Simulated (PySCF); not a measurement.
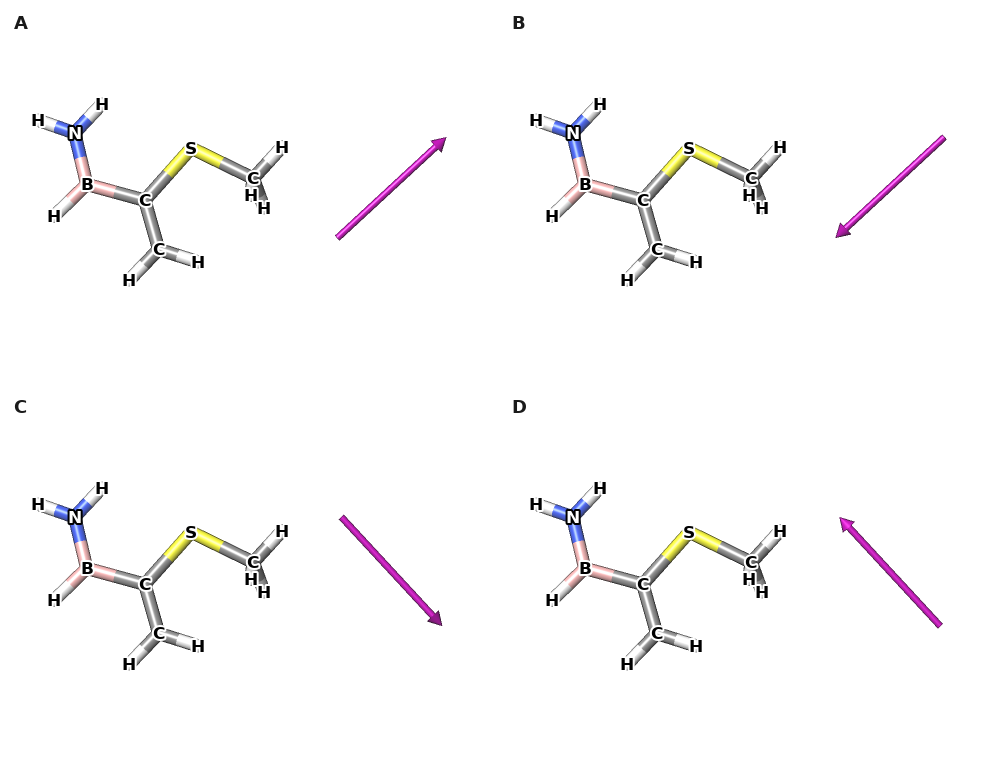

The same molecule four times, each with an arrow. Computed geometry: GFN2-xTB optimisation. No frequency run is at hand to confirm it as a minimum. Properties computed with CAM-B3LYP/def2-SVPD, gas phase (PySCF 2.14.0).

> Which arrow points along the dipole moment, from the negative to the positive end?

A. The dipole moment is 0.57 D.

The geometry is semi-empirical. Around B such bond lengths and angles can be off by a tenth of an ångström or more and by several degrees, and values that hang on the shape move with them.
